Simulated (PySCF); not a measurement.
# CH₇FGeSi: electronic excitations and core binding energies

What electronic excitations and core binding energies should CH₇FGeSi (`[CH3][GeH2][SiH2]F`) show?

The runs use PySCF 2.14.0, with density-fitted response routines of our own; the level of theory stands in each step. All values are computed, except where a source is named. Atoms count from 0, in the outputs and in this text.

## (1) The starting structure

11 atoms, charge 0, multiplicity 1; geometry from: GFN2-xTB.

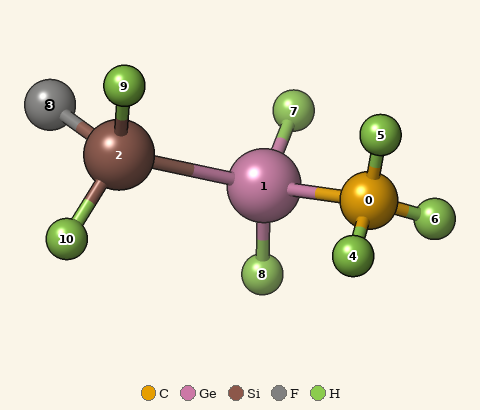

As it starts; carbon amber, germanium pink, silicon brown, fluorine grey, hydrogen green, atoms numbered.

## (2) TDDFT and polarisability: wB97X-D/def2-SVPD

The job: settings as JSON, then the geometry in Å.

```
{"job": {"kind": "uv", "xc": "wB97X-D", "basis": "def2-SVPD", "nstates": 8, "ntriplets": 3}, "charge": 0, "multiplicity": 1}
C     -1.702301     0.245445     0.578784
Ge    -0.274762    -0.632045    -0.460266
Si     1.810922     0.367302    -0.150711
F      2.949314    -0.702649    -0.537055
H     -1.762529     1.304550     0.338037
H     -1.512742     0.157275     1.646267
H     -2.672298    -0.199105     0.373036
H     -0.304686    -2.100571    -0.109376
H     -0.719613    -0.634445    -1.904187
H      2.113611     0.703607     1.235842
H      2.080510     1.493308    -1.036334
```

With the program's defaults for keys left out, this is: TDDFT wB97X-D/def2-SVPD, vertical, gas phase, core orbitals frozen in the response.

Run with:

```sh
OMP_NUM_THREADS=1 python probes_run.py task.json out
```

One launch serves the whole session: the jobs run in the order shown.

Output:

```text
coarse grid: 41616 points
cycle   1  E = -2508.2068935903  dE = -5.663e-01  |g| = 6.305e-01  |ddm| = 3.680e+00
cycle   2  E = -2508.1955292480  dE =  1.136e-02  |g| = 7.409e-01  |ddm| = 1.151e+00
cycle   3  E = -2508.2769280949  dE = -8.140e-02  |g| = 5.389e-02  |ddm| = 5.342e-01
cycle   4  E = -2508.2774389528  dE = -5.109e-04  |g| = 2.560e-02  |ddm| = 1.041e-01
cycle   5  E = -2508.2775518817  dE = -1.129e-04  |g| = 4.769e-03  |ddm| = 4.083e-02
cycle   6  E = -2508.2775573537  dE = -5.472e-06  |g| = 8.346e-04  |ddm| = 1.337e-02
final grid: 85384 points
cycle   7  E = -2508.2772102647  dE = -1.491e-06  |g| = 1.088e-03  |ddm| = 8.116e-03
cycle   8  E = -2508.2772103428  dE = -7.814e-08  |g| = 1.038e-03  |ddm| = 2.067e-03
cycle   9  E = -2508.2772104883  dE = -1.455e-07  |g| = 1.031e-04  |ddm| = 7.864e-04
cycle  10  E = -2508.2772104920  dE = -3.748e-09  |g| = 6.294e-05  |ddm| = 2.016e-04
cycle  11  E = -2508.2772104932  dE = -1.162e-09  |g| = 1.311e-05  |ddm| = 9.923e-05
cycle  12  E = -2508.2772104933  dE = -8.731e-11  |g| = 3.492e-06  |ddm| = 2.745e-05
converged SCF energy = -2508.2772104933

Static polarisability (au): isotropic 71.026, principal 62.563 68.459 82.056

Singlet excitations
state   eV       nm        f      main configurations
  1   6.4433    192.4   0.02315   H->L 0.93
  2   7.4874    165.6   0.01663   H-1->L 0.53, H-2->L 0.25, H-3->L 0.13
  3   7.6081    163.0   0.03242   H->L+1 0.53, H->L+2 0.22, H-1->L 0.14
  4   7.7819    159.3   0.07156   H-2->L 0.47, H-1->L 0.23, H->L+1 0.18
  5   8.0085    154.8   0.00445   H-3->L 0.68, H-2->L 0.18
  6   8.1495    152.1   0.06973   H->L+2 0.53, H->L+1 0.16, H->L+3 0.14
  7   8.4273    147.1   0.29896   H->L+3 0.55, H-2->L+1 0.16, H->L+2 0.10
  8   8.4816    146.2   0.05148   H-1->L+1 0.47, H-1->L+2 0.16, H->L+3 0.13

Triplet excitations (Tamm-Dancoff, eV): 5.7705 6.7743 7.1378
```

Wall time 24 s (1 thread of Arm Neoverse V1, shared host); peak memory 0.67 GiB.

The orbitals next to the gap, with their largest atomic shares:

```
orbital      eV                        atoms
 HOMO−3  -11.83   Si2 29 %, F3 18 %, H9 18 %
 HOMO−2  -11.12   Ge1 35 %, H7 28 %, C0 11 %
 HOMO−1  -10.98   C0 30 %, Ge1 29 %, H8 18 %
   HOMO  -10.16  Ge1 29 %, Si2 28 %, C0 11 %
   LUMO    0.96  Si2 33 %, Ge1 23 %, H10 8 %
 LUMO+1    1.88  Ge1 39 %, Si2 22 %, H8 10 %
 LUMO+2    2.17  Ge1 35 %, Si2 21 %, H7 14 %
```

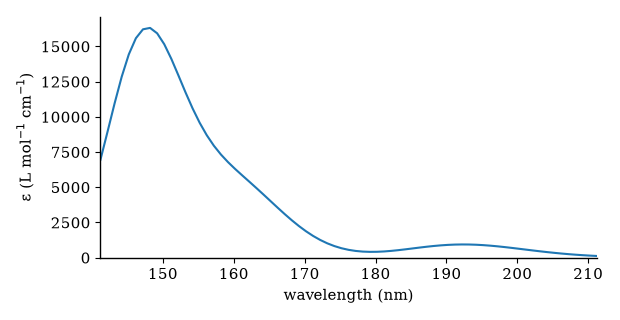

Absorption spectrum: each of the 8 states is a Gaussian band of 0.4 eV half-width at 1/e. Beyond the last state computed it falls off for lack of states.

Further results of this job:

```
           property  computed
  dipole moment (D)      2.14
polarisability (Å³)     10.52
 HOMO–LUMO gap (eV)     11.11
      −ε(HOMO) (eV)     10.16
```

## (3) Core-electron binding energies: SCAN, X2C

The job, as its differences from that of step 2:

```diff
@@ -1,2 +1,2 @@
-{"job": {"kind": "uv", "xc": "wB97X-D", "basis": "def2-SVPD", "nstates": 8, "ntriplets": 3}, "charge": 0, "multiplicity": 1}
+{"job": {"kind": "xps"}, "charge": 0, "multiplicity": 1}
 C     -1.702301     0.245445     0.578784
```

With the program's defaults for keys left out, this is: delta-SCF UKS SCAN, pcX-2 on the ionised atom, pcseg-1 elsewhere, spin-free X2C.

Output:

```text
ground state, core basis on atom 0 (C), 139 functions
  cycle   1  E = -2526.16988105  |g| = 6.15e-01
  cycle   2  E = -2526.01634287  |g| = 1.10e+00
  cycle   3  E = -2526.24470799  |g| = 9.76e-02
  cycle   4  E = -2526.24602334  |g| = 4.92e-02
  cycle   5  E = -2526.24659440  |g| = 6.83e-03
  cycle   6  E = -2526.24660868  |g| = 2.40e-03
  cycle   7  E = -2526.24661022  |g| = 6.54e-04
  cycle   8  E = -2526.24660913  |g| = 1.24e-04
  E(ground) = -2526.40469882 Eh
hole in C 1s of atom 0
  cycle   1  E = -2515.00223486  |g| = 1.50e+00
  cycle   2  E = -2514.40126717  |g| = 1.76e+00
  cycle   3  E = -2515.53595190  |g| = 3.17e-01
  cycle   4  E = -2515.56984538  |g| = 1.48e-01
  cycle   5  E = -2515.57656120  |g| = 6.12e-02
  cycle   6  E = -2515.57773542  |g| = 9.09e-03
  cycle   7  E = -2515.57778035  |g| = 3.47e-03
  cycle   8  E = -2515.57779187  |g| = 8.93e-04
  cycle   9  E = -2515.57779200  |g| = 5.06e-04
  cycle  10  E = -2515.57779279  |g| = 1.35e-04
  E(ion) = -2515.73502261 Eh   <S^2> = 0.7679   hole on atom = 1.000   binding energy = 290.337 eV
ground state, core basis on atom 2 (Si), 150 functions
  cycle   1  E = -2526.34691018  |g| = 2.89e-01
  cycle   2  E = -2526.34702286  |g| = 4.26e-02
  cycle   3  E = -2526.34703350  |g| = 3.16e-02
  cycle   4  E = -2526.34718181  |g| = 8.98e-03
  cycle   5  E = -2526.34720359  |g| = 1.42e-03
  cycle   6  E = -2526.34720511  |g| = 2.52e-04
  E(ground) = -2526.46380819 Eh
hole in Si 1s of atom 2
  cycle   1  E = -2457.38615883  |g| = 4.35e+00
  cycle   2  E = -2456.44415357  |g| = 2.44e+00
  cycle   3  E = -2457.41285485  |g| = 1.17e+00
  cycle   4  E = -2458.40055014  |g| = 2.84e-01
  cycle   5  E = -2458.42672673  |g| = 1.79e-01
  cycle   6  E = -2458.44418423  |g| = 3.00e-02
  cycle   7  E = -2458.44464463  |g| = 8.40e-03
  cycle   8  E = -2458.44467135  |g| = 4.42e-03
  cycle   9  E = -2458.44467807  |g| = 1.41e-03
  cycle  10  E = -2458.44468114  |g| = 3.61e-04
  E(ion) = -2458.57000329 Eh   <S^2> = 0.7522   hole on atom = 1.000   binding energy = 1847.485 eV
hole in Si 2p of atom 2
  cycle   1  E = -2522.04584909  |g| = 1.23e+00
  cycle   2  E = -2521.31886205  |g| = 1.42e+00
  cycle   3  E = -2522.21928512  |g| = 4.50e-01
  cycle   4  E = -2522.35952297  |g| = 1.30e-01
  cycle   5  E = -2522.36535313  |g| = 7.00e-02
  cycle   6  E = -2522.36840873  |g| = 1.16e-02
  cycle   7  E = -2522.36848756  |g| = 3.64e-03
  cycle   8  E = -2522.36849621  |g| = 1.51e-03
  cycle   9  E = -2522.36849766  |g| = 6.24e-04
  cycle  10  E = -2522.36849661  |g| = 1.74e-04
  E(ion) = -2522.49671786 Eh   <S^2> = 0.7515   hole on atom = 1.002   binding energy = 107.950 eV
  2p3/2 = 107.678 eV   2p1/2 = 108.306 eV
ground state, core basis on atom 3 (F), 139 functions
  cycle   1  E = -2526.29082088  |g| = 1.22e-01
  cycle   2  E = -2526.29040542  |g| = 7.36e-02
  cycle   3  E = -2526.29062645  |g| = 6.60e-02
  cycle   4  E = -2526.29119613  |g| = 6.39e-03
  cycle   5  E = -2526.29121241  |g| = 6.02e-04
  cycle   6  E = -2526.29120818  |g| = 1.45e-04
  E(ground) = -2526.45355472 Eh
hole in F 1s of atom 3
  cycle   1  E = -2499.95564997  |g| = 2.58e+00
  cycle   2  E = -2499.88180173  |g| = 2.12e+00
  cycle   3  E = -2500.79929286  |g| = 3.41e-01
  cycle   4  E = -2500.80626289  |g| = 2.59e-01
  cycle   5  E = -2500.85101894  |g| = 3.91e-02
  cycle   6  E = -2500.85183915  |g| = 1.40e-02
  cycle   7  E = -2500.85195283  |g| = 2.58e-03
  cycle   8  E = -2500.85196076  |g| = 6.93e-04
  cycle   9  E = -2500.85196014  |g| = 2.39e-04
  E(ion) = -2501.02105431 Eh   <S^2> = 0.7566   hole on atom = 1.000   binding energy = 692.054 eV
```

It took 28 s on 1 thread of Arm Neoverse V1, shared host; peak memory 0.58 GiB.

The holes in one table. −ε is the ground-state orbital energy:

```
       hole  stands for                   environment  ΔSCF (eV; 2p as the shell's mean)  −ε (eV)   ⟨S²⟩
  C1s on C0          C0    methyl carbon bonded to Ge                             290.34    273.6  0.768
Si1s on Si2         Si2  silicon bonded to F, Ge, 2 H                            1847.48   1794.3  0.752
Si2p on Si2         Si2  silicon bonded to F, Ge, 2 H                             107.89     97.1  0.752
  F1s on F3          F3         fluorine bonded to Si                             692.05    666.2  0.757
```

With the spin-orbit splitting: Si2 2p3/2 107.68, 2p1/2 108.31 eV. The table gives each 2p level as the mean over the whole 2p shell (two parts 2p3/2, one part 2p1/2), which differs a little from the single hole in the log.

## (4) Summary of results

| quantity | value |
| --- | --- |
| lowest singlet (wB97X-D/def2-SVPD) | 6.44 eV (192 nm), f = 0.023 |
| brightest single state of those computed | state 7, 8.43 eV, f = 0.299 |
| lowest triplet | 5.77 eV |
| C1s binding energies, SCAN/pcX-2 | C0 290.34 eV |
| Si1s binding energies, SCAN/pcX-2 | Si2 1847.48 eV |
| Si2p binding energies, SCAN/pcX-2 | Si2 107.89 eV |
| F1s binding energies, SCAN/pcX-2 | F3 692.05 eV |

**Reading.** The lowest singlet, at 6.44 eV, is HOMO→LUMO 0.93 and is weak; of the 8 states computed, the strongest absorption comes from state 7 at 8.43 eV. The lowest triplet lies 0.67 eV below the lowest singlet (triplets in Tamm-Dancoff, singlets in full TDDFT).
